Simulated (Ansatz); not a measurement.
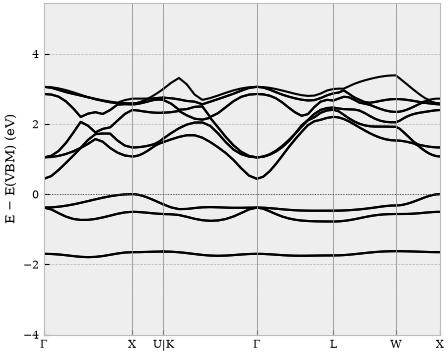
Fig. 1. Band structure from DFT-r²SCAN with spin–orbit coupling in the program Ansatz with PAW potentials

Question: Read off the gap and where the band edges lie.

Answer: About 0.4 eV (0.44 eV by a search for the band edges); maximum at X, minimum at Γ.

The material is Cs3Bi in space group Fm-3m (No. 225; Cs on 8c, Cs on 4b, Bi on 4a).

The workflow started from a Materials Project entry (that database holds measured and hypothetical structures alike); the Crystallography Open Database copy checked does not list it. With Cs and Bi taken as one species the cell has the higher symmetry Im-3m, so it may be an ordered model of a mixed-site phase. Whether it is the stable phase at ambient conditions was not checked. Symmetry was held in the r²SCAN relaxation; of distortions, only those at the zone centre were tested.

Potentials: the later of the program's two PAW sets.
